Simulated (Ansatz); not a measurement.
**H3S+ (triplet): correlated methods under varied settings at distance S1–H2 = 1.106 Å**

What do other methods and options give for H3S+ (triplet) at this geometry, and how long do they take?

Method: the settings change from run to run; program: Ansatz 0.2.0, Gaussian basis.

22 further runs of the same task are left out: 1 for a mislabelled method, 16 that didn't finish, 5 set aside as unsound or not needed.

### 1 What is computed

The geometry derives from a PBE0/def2-TZVP stationary point (not a proven minimum). One bond is set to the value named and the two fragments are kept rigid.

4 atoms, charge 1, spin multiplicity 3.

Atoms are counted from 1 here; the program's logs count them from 0.

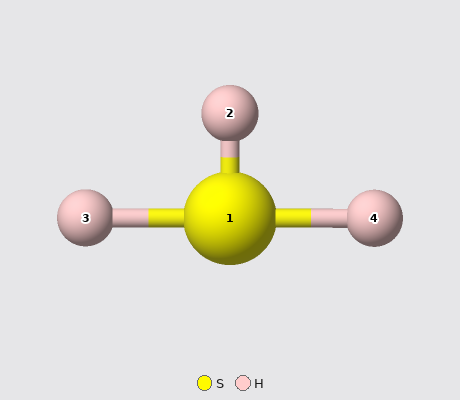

The structure; sulfur yellow, hydrogen pink; atoms are numbered from 1 in the order of the file.

### 2 BCCD on ROHF/6-31G

in.yaml

```yaml
crystal:
  periodic: [false, false, false]
  atoms:
    - {symbol: S, position_ang: [0.000000, -0.031880, 0.000000]}
    - {symbol: H, position_ang: [0.000000, 1.074120, 0.000000]}
    - {symbol: H, position_ang: [0.000000, -0.029969, 1.520127]}
    - {symbol: H, position_ang: [0.000000, -0.029969, -1.520127]}
basis:
  gaussian: {orbitals: 6-31G}
total_charge: 1
magnetization: {spin_polarized: false, initial_magnetization: 2}
correlation: {method: bccd, electrons: all}
```

Launch:

```console
$ ansatz run in.yaml --threads 1 --pin off --events-out ev --progress --plain --max-ram 2393MiB
```

What it wrote:

```text
Functional definition: HF
  name "HF"
  cite "Fock, Z. Phys. 61, 126 (1930) doi:10.1007/BF01340294"
  parent pbe
  exchange = exact_x
  correlation = 0
236 factors; integrals over basis functions are off by at most 3.1e-4 eV
mean field evaluation 1: about -10847.7619 eV, gradient 8.6e0 eV
mean field evaluation 2: about -10847.7695 eV, gradient 8.6e0 eV
mean field evaluation 4: about -10848.0763 eV, gradient 2.1e-1 eV
mean field evaluation 8: about -10848.0764 eV, gradient 9.1e-6 eV
mean field -10848.07638396 eV, -398.6594540203 hartree, gradient 9.1e-6 eV, S^2 2.000000; 0 other end points of the search recorded, 0 dependent functions left out
mean field evaluation 16: about -10848.2649 eV, gradient 2.4e0 eV
reference -10848.07638396 eV, -398.6594540203 hartree; 10, 8 occupied and 9, 11 virtual orbitals, 236 factors
second order -1.51408285 eV of doubles, -0.14730120 eV of singles
cycle   1  -2.02188273 eV  change   -3.6e-1 eV  update   5.1e-2
cycle   2  -2.16831858 eV  change   -1.5e-1 eV  update   2.0e-2
cycle   3  -2.17922856 eV  change   -1.1e-2 eV  update   5.1e-3
cycle   4  -2.18376094 eV  change   -4.5e-3 eV  update   1.9e-3
cycle   5  -2.18455678 eV  change   -8.0e-4 eV  update   4.5e-4
cycle   6  -2.18454626 eV  change    1.1e-5 eV  update   8.8e-5
cycle   7  -2.18457743 eV  change   -3.1e-5 eV  update   2.3e-5
cycle   8  -2.18456295 eV  change    1.4e-5 eV  update   9.2e-6
Total energy: -10850.26094691 eV, -398.7397352281 hartree
```

Run time: 0.3 s. Hardware: 1 thread of Intel Xeon 6975P-C, shared host.

From the report: correlation -2.1846 eV; largest double amplitude 0.13.

### 3 BCCD(T) on ROHF/def2-mTZVP

Changes to in.yaml since step 2:

```diff
@@ -8,5 +8,6 @@
 basis:
-  gaussian: {orbitals: 6-31G}
+  gaussian: {orbitals: def2-mTZVP, fitting: {mean_field: def2-universal-jkfit}}
 total_charge: 1
 magnetization: {spin_polarized: false, initial_magnetization: 2}
-correlation: {method: bccd, electrons: all}
+correlation: {method: bccd_t, electrons: outside_noble_gas}
+accuracy: high
```

Launched as before.

What it wrote, cut to the lines that bear on the results:

```text
Functional definition: HF
  name "HF"
  cite "Fock, Z. Phys. 61, 126 (1930) doi:10.1007/BF01340294"
  parent pbe
[...]
182 factors; integrals over basis functions are off by at most 8.2e-1 eV
[...]
mean field -10850.72022147 eV, -398.7566132567 hartree, gradient 1.7e-8 eV, S^2 2.000000; 0 other end points of the search recorded, 0 dependent functions left out
[...]
5 core orbitals not correlated: weight in the atoms' cores, before any rotation towards them, 1.000 or more for the frozen orbitals, at most 0.000 for the correlated occupied ones
reference -10850.72022147 eV, -398.7566132567 hartree; 5, 3 occupied and 21, 23 virtual orbitals, 182 factors
second order -3.12638071 eV of doubles, -0.19193833 eV of singles
cycle   1  -3.84466935 eV  change   -5.2e-1 eV  update   5.4e-2
[...]
cycle  19  -4.03240021 eV  change  -3.2e-10 eV  update  3.3e-10
perturbative correction -0.08298475 eV, -0.0030496333 hartree
Total energy: -10854.83560643 eV, -398.9078508643 hartree
```

Wall time 0.45 s (1 thread of Intel Xeon 6975P-C, shared host).

From the report: correlation -4.1154 eV; largest double amplitude 0.09.

### 4 CASCI(2,8)/6-31G

Changes to in.yaml since step 3:

```diff
@@ -8,6 +8,6 @@
 basis:
-  gaussian: {orbitals: def2-mTZVP, fitting: {mean_field: def2-universal-jkfit}}
+  gaussian: {orbitals: 6-31G, fitting: {mean_field: def2-universal-jkfit}}
 total_charge: 1
 magnetization: {spin_polarized: false, initial_magnetization: 2}
-correlation: {method: bccd_t, electrons: outside_noble_gas}
-accuracy: high
+correlation: {active_space: {window: {electrons: 2, orbitals: 8}, fixed_orbitals: true}}
+output: {forces: true}
```

Launched as before.

What it wrote, cut to the lines that bear on the results:

```text
Functional definition: HF
  name "HF"
  cite "Fock, Z. Phys. 61, 126 (1930) doi:10.1007/BF01340294"
  parent pbe
[...]
182 factors; integrals over basis functions are off by at most 1.1e-1 eV
[...]
mean field -10848.07616179 eV, -398.6594458556 hartree, gradient 9.9e-7 eV, S^2 2.000000; 0 other end points of the search recorded, 0 dependent functions left out
reference -10848.07616179 eV, -398.6594458556 hartree; 10, 8 occupied and 9, 11 virtual orbitals, 182 factors
state -10848.08326353 eV, -398.6597068398 hartree
[...]
Total energy: -10848.08326353 eV, -398.6597068398 hartree
Atom 0 at     0.000000    -0.031880     0.000000 Å, force     0.000000   -12.628422    -0.000000 eV/Å
Atom 1 at     0.000000     1.074120     0.000000 Å, force    -0.000000    13.298757    -0.000000 eV/Å
Atom 2 at     0.000000    -0.029969     1.520127 Å, force    -0.000000    -0.335168     0.940854 eV/Å
Atom 3 at     0.000000    -0.029969    -1.520127 Å, force    -0.000000    -0.335168    -0.940854 eV/Å
Dipole moment:     0.000000     0.280598    -0.000000 e Å
```

Run time: 0.09 s. Hardware: 1 thread of Intel Xeon 6975P-C, shared host.

From the report: 16 determinants; active occupations 1.00, 1.00, 0.00, 0.00, 0.00, 0.00, 0.00, 0.00.

### 5 NEVPT2(8,6)/STO-3G

in.yaml

```yaml
crystal:
  periodic: [false, false, false]
  atoms:
    - {symbol: S, position_ang: [0.000000, -0.031880, 0.000000]}
    - {symbol: H, position_ang: [0.000000, 1.074120, 0.000000]}
    - {symbol: H, position_ang: [0.000000, -0.029969, 1.520127]}
    - {symbol: H, position_ang: [0.000000, -0.029969, -1.520127]}
basis:
  gaussian: {orbitals: STO-3G}
total_charge: 1
magnetization: {spin_polarized: false, initial_magnetization: 2}
correlation: {method: sc_nevpt2, electrons: outside_noble_gas, active_space: {window: {electrons: 8, orbitals: 6}}}
```

Launched as before.

What it wrote:

```text
Functional definition: HF
  name "HF"
  cite "Fock, Z. Phys. 61, 126 (1930) doi:10.1007/BF01340294"
  parent pbe
  exchange = exact_x
  correlation = 0
130 factors; integrals over basis functions are off by at most 1.4e-5 eV
mean field evaluation 1: about -10731.9634 eV, gradient 3.6e0 eV
mean field evaluation 2: about -10731.9989 eV, gradient 3.7e0 eV
mean field evaluation 4: about -10732.0618 eV, gradient 5.2e-2 eV
mean field evaluation 8: about -10732.0618 eV, gradient 1.5e-6 eV
mean field evaluation 16: about -10732.0494 eV, gradient 3.2e-1 eV
mean field -10732.06183467 eV, -394.3959979714 hartree, gradient 1.5e-6 eV, S^2 2.000000; 2 other end points of the search recorded, 0 dependent functions left out
reference -10732.06183467 eV, -394.3959979714 hartree; 10, 8 occupied and 2, 4 virtual orbitals, 130 factors
state -10733.27275338 eV, -394.4404984131 hartree
state -10733.27275338 eV, -394.4404984131 hartree; corrected -10733.54719747 eV, -394.4505840474 hartree
Total energy: -10733.54719747 eV, -394.4505840474 hartree
```

It took 0.09 s on 1 thread of Intel Xeon 6975P-C, shared host.

From the report: 48 determinants; active occupations 2.00, 2.00, 1.95, 1.00, 1.00, 0.06.

### 6 CCSD(T) on UHF/6-31G*

in.yaml

```yaml
crystal:
  periodic: [false, false, false]
  atoms:
    - {symbol: S, position_ang: [0.000000, -0.031880, 0.000000]}
    - {symbol: H, position_ang: [0.000000, 1.074120, 0.000000]}
    - {symbol: H, position_ang: [0.000000, -0.029969, 1.520127]}
    - {symbol: H, position_ang: [0.000000, -0.029969, -1.520127]}
basis:
  gaussian: {orbitals: "6-31G*"}
total_charge: 1
magnetization: {spin_polarized: true, initial_magnetization: 2}
correlation: {method: ccsd_t, electrons: outside_noble_gas}
```

The command is unchanged.

What it wrote, cut to the lines that bear on the results:

```text
Functional definition: HF
  name "HF"
  cite "Fock, Z. Phys. 61, 126 (1930) doi:10.1007/BF01340294"
  parent pbe
[...]
262 factors; integrals over basis functions are off by at most 9.6e-4 eV
[...]
mean field -10850.31733091 eV, -398.7418073019 hartree, gradient 9.9e-6 eV, S^2 2.046846; 0 other end points of the search recorded, 0 dependent functions left out
5 core orbitals not correlated: weight in the atoms' cores, before any rotation towards them, 1.000 or more for the frozen orbitals, at most 0.000 for the correlated occupied ones
reference -10850.31733091 eV, -398.7418073019 hartree; 5, 3 occupied and 15, 17 virtual orbitals, 262 factors
second order -2.69492039 eV of doubles, -0.00000000 eV of singles
cycle   1  -3.18696944 eV  change   -4.9e-1 eV  update   5.5e-2
[...]
cycle   9  -3.44145719 eV  change    3.1e-6 eV  update   4.4e-6
perturbative correction -0.07229382 eV, -0.0026567489 hartree
Total energy: -10853.83108192 eV, -398.8709352697 hartree
```

Run time: 0.24 s. Hardware: 1 thread of Intel Xeon 6975P-C, shared host.

From the report: ⟨S²⟩ of the determinant 2.047 (pure triplet: 2.00); correlation -3.5138 eV; T1 0.016; largest double amplitude 0.11.

### 7 CASCI(4,6)/6-31G

Changes to in.yaml since step 6:

```diff
@@ -8,5 +8,6 @@
 basis:
-  gaussian: {orbitals: "6-31G*"}
+  gaussian: {orbitals: 6-31G}
 total_charge: 1
-magnetization: {spin_polarized: true, initial_magnetization: 2}
-correlation: {method: ccsd_t, electrons: outside_noble_gas}
+magnetization: {spin_polarized: false, initial_magnetization: 2}
+correlation: {active_space: {window: {electrons: 4, orbitals: 6}, fixed_orbitals: true}}
+output: {forces: true}
```

The command is unchanged.

What it wrote, cut to the lines that bear on the results:

```text
Functional definition: HF
  name "HF"
  cite "Fock, Z. Phys. 61, 126 (1930) doi:10.1007/BF01340294"
  parent pbe
[...]
236 factors; integrals over basis functions are off by at most 3.1e-4 eV
[...]
mean field -10848.07638396 eV, -398.6594540203 hartree, gradient 9.1e-6 eV, S^2 2.000000; 0 other end points of the search recorded, 0 dependent functions left out
reference -10848.07638396 eV, -398.6594540203 hartree; 10, 8 occupied and 9, 11 virtual orbitals, 236 factors
state -10848.69487562 eV, -398.6821831695 hartree
[...]
Total energy: -10848.69487562 eV, -398.6821831695 hartree
Atom 0 at     0.000000    -0.031880     0.000000 Å, force    -0.000000   -12.937119    -0.000000 eV/Å
Atom 1 at     0.000000     1.074120     0.000000 Å, force     0.000000    13.348930     0.000000 eV/Å
Atom 2 at     0.000000    -0.029969     1.520127 Å, force     0.000000    -0.205905     1.635931 eV/Å
Atom 3 at     0.000000    -0.029969    -1.520127 Å, force    -0.000000    -0.205905    -1.635931 eV/Å
Dipole moment:     0.000000     0.292913    -0.000000 e Å
```

It took 0.12 s on 1 thread of Intel Xeon 6975P-C, shared host.

From the report: 48 determinants; active occupations 1.97, 1.00, 1.00, 0.03, 0.00, 0.00.

### 8 NEVPT4(SD)(10,6)/6-31G

Changes to in.yaml since step 7:

```diff
@@ -11,3 +11,4 @@
 magnetization: {spin_polarized: false, initial_magnetization: 2}
-correlation: {active_space: {window: {electrons: 4, orbitals: 6}, fixed_orbitals: true}}
-output: {forces: true}
+correlation: {method: fic_nevpt4_sd, electrons: all, active_space: {window: {electrons: 10, orbitals: 6}}}
+accuracy: high
+scf: {lower_state_search: full}
```

Launched as before.

What it wrote, cut to the lines that bear on the results:

```text
Functional definition: HF
  name "HF"
  cite "Fock, Z. Phys. 61, 126 (1930) doi:10.1007/BF01340294"
  parent pbe
[...]
401 factors; integrals over basis functions are off by at most 4.0e-9 eV
[...]
mean field -10848.07661556 eV, -398.6594625316 hartree, gradient 1.8e-8 eV, S^2 2.000000; 4 other end points of the search recorded, 0 dependent functions left out
reference -10848.07661556 eV, -398.6594625316 hartree; 10, 8 occupied and 9, 11 virtual orbitals, 401 factors
state -10848.07715777 eV, -398.6594824573 hartree
state -10848.07715777 eV, -398.6594824573 hartree; corrected -10850.05380859 eV, -398.7321230351 hartree
WARN: 4 active orbitals are nearly empty or full. The corrections depend on them more than the energy does, and are more stable in an active space without them
Total energy: -10850.05380859 eV, -398.7321230351 hartree
```

Wall time 0.72 s (1 thread of Intel Xeon 6975P-C, shared host).

From the report: 12 determinants; active occupations 2.00, 2.00, 2.00, 2.00, 1.00, 1.00. The report marks this result as in doubt.

### 9 CCSD(T)/STO-3G

in.yaml

```yaml
crystal:
  periodic: [false, false, false]
  atoms:
    - {symbol: S, position_ang: [0.000000, -0.031880, 0.000000]}
    - {symbol: H, position_ang: [0.000000, 1.074120, 0.000000]}
    - {symbol: H, position_ang: [0.000000, -0.029969, 1.520127]}
    - {symbol: H, position_ang: [0.000000, -0.029969, -1.520127]}
basis:
  gaussian: {orbitals: STO-3G}
total_charge: 1
magnetization: {spin_polarized: true, initial_magnetization: 2}
hamiltonian: {xc: {name: B3LYP}}
correlation: {method: ccsd_t, electrons: all}
accuracy: high
```

Launched as before.

What it wrote, cut to the lines that bear on the results:

```text
Functional definition: B3LYP
  name "B3LYP"
  cite "Stephens, Devlin, Chabalowski & Frisch, J. Phys. Chem. 98, 11623 (1994) doi:10.1021/j100096a001"
  cite "Becke, Phys. Rev. A 38, 3098 (1988) doi:10.1103/PhysRevA.38.3098"
  cite "Lee, Yang & Parr, Phys. Rev. B 37, 785 (1988) doi:10.1103/PhysRevB.37.785"
  cite "Vosko, Wilk & Nusair, Can. J. Phys. 58, 1200 (1980) doi:10.1139/p80-159"
[...]
181 factors; integrals over basis functions are off by at most 2.3e-8 eV
[...]
mean field -10749.65578887 eV, -395.0425638627 hartree, gradient 5.8e-9 eV, S^2 2.010582; 0 other end points of the search recorded, 0 dependent functions left out
reference -10732.27525032 eV, -394.4038408517 hartree; 10, 8 occupied and 2, 4 virtual orbitals, 181 factors
second order -0.83757762 eV of doubles, -0.11461166 eV of singles
cycle   1  -1.24736571 eV  change   -2.9e-1 eV  update   5.1e-2
[...]
cycle  19  -1.46691539 eV  change  -9.5e-10 eV  update  2.4e-10
perturbative correction -0.00690154 eV, -0.0002536270 hartree
Total energy: -10733.74906725 eV, -394.4580026250 hartree
```

Run time: 0.6 s. Hardware: 1 thread of Intel Xeon 6975P-C, shared host.

From the report: ⟨S²⟩ of the determinant 2.011 (pure triplet: 2.00); correlation -1.4738 eV; T1 0.009; largest double amplitude 0.17. The orbitals are Kohn-Sham ones, so correlation energy and T1 don't compare with those on Hartree-Fock orbitals.

### 10 NEVPT4(SD)(2,7)/cc-pVDZ

in.yaml

```yaml
crystal:
  periodic: [false, false, false]
  atoms:
    - {symbol: S, position_ang: [0.000000, -0.031880, 0.000000]}
    - {symbol: H, position_ang: [0.000000, 1.074120, 0.000000]}
    - {symbol: H, position_ang: [0.000000, -0.029969, 1.520127]}
    - {symbol: H, position_ang: [0.000000, -0.029969, -1.520127]}
basis:
  gaussian: {orbitals: cc-pVDZ}
total_charge: 1
magnetization: {spin_polarized: false, initial_magnetization: 2}
correlation: {method: fic_nevpt4_sd, electrons: outside_noble_gas, active_space: {window: {electrons: 2, orbitals: 7}}}
scf: {lower_state_search: light}
```

Same command.

What it wrote:

```text
Functional definition: HF
  name "HF"
  cite "Fock, Z. Phys. 61, 126 (1930) doi:10.1007/BF01340294"
  parent pbe
  exchange = exact_x
  correlation = 0
324 factors; integrals over basis functions are off by at most 1.0e-3 eV
mean field evaluation 1: about -10850.3285 eV, gradient 8.9e0 eV
mean field evaluation 2: about -10850.3637 eV, gradient 8.9e0 eV
mean field evaluation 4: about -10850.7733 eV, gradient 5.1e-1 eV
mean field evaluation 8: about -10850.7753 eV, gradient 3.7e-4 eV
mean field -10850.77527305 eV, -398.7586363650 hartree, gradient 4.3e-6 eV, S^2 2.000000; 0 other end points of the search recorded, 0 dependent functions left out
reference -10850.77527305 eV, -398.7586363650 hartree; 10, 8 occupied and 23, 25 virtual orbitals, 324 factors
state -10850.85436377 eV, -398.7615428952 hartree
state -10850.85436377 eV, -398.7615428952 hartree; corrected -10855.25989709 eV, -398.9234432585 hartree
WARN: 1 active orbitals are nearly empty or full. The corrections depend on them more than the energy does, and are more stable in an active space without them
Total energy: -10855.25989709 eV, -398.9234432585 hartree
```

Run time: 1.3 s. Hardware: 1 thread of Intel Xeon 6975P-C, shared host.

From the report: 14 determinants; active occupations 1.00, 1.00, 0.00, 0.00, 0.00, 0.00, 0.00. The report marks this result as in doubt.

### 11 The runs in one table

Where basis and cores are those of an earlier FCI/6-31G run (-10850.2122 eV), and the state is the same kind, the miss against it is given. † marks a result that the program doubts.

| level | correlated | functions | energy (eV) | from FCI (meV) | time |
| --- | --- | --- | --- | --- | --- |
| BCCD on ROHF/6-31G | all | 19 | -10850.2609 |  | 0.3 s |
| BCCD(T) on ROHF/def2-mTZVP | outside noble gas | 31 | -10854.8356 |  | 0.45 s |
| CASCI(2,8)/6-31G |  | 19 | -10848.0833 | 2128.9 | 0.09 s |
| NEVPT2(8,6)/STO-3G | outside noble gas | 12 | -10733.5472 |  | 0.09 s |
| CCSD(T) on UHF/6-31G* | outside noble gas | 25 | -10853.8311 |  | 0.24 s |
| CASCI(4,6)/6-31G |  | 19 | -10848.6949 | 1517.3 | 0.12 s |
| NEVPT4(SD)(10,6)/6-31G † | all | 19 | -10850.0538 |  | 0.72 s |
| CCSD(T)/STO-3G (on B3LYP orbitals) | all | 12 | -10733.7491 |  | 0.6 s |
| NEVPT4(SD)(2,7)/cc-pVDZ † | outside noble gas | 33 | -10855.2599 |  | 1.3 s |

### 12 What came out

| quantity | value |
| --- | --- |
| runs | 9 |
| quickest | CASCI(2,8)/6-31G, 0.09 s |
| slowest | NEVPT4(SD)(2,7)/cc-pVDZ †, 1.3 s |

Total energies in different bases, with other cores or another treatment of relativity can't be set against each other. NEVPT4(SD)(2,7)/cc-pVDZ † took 14 times as long as CASCI(2,8)/6-31G; the jobs differ in more than the method. Hartree-Fock, CASSCF and CASCI lack dynamic correlation by design.
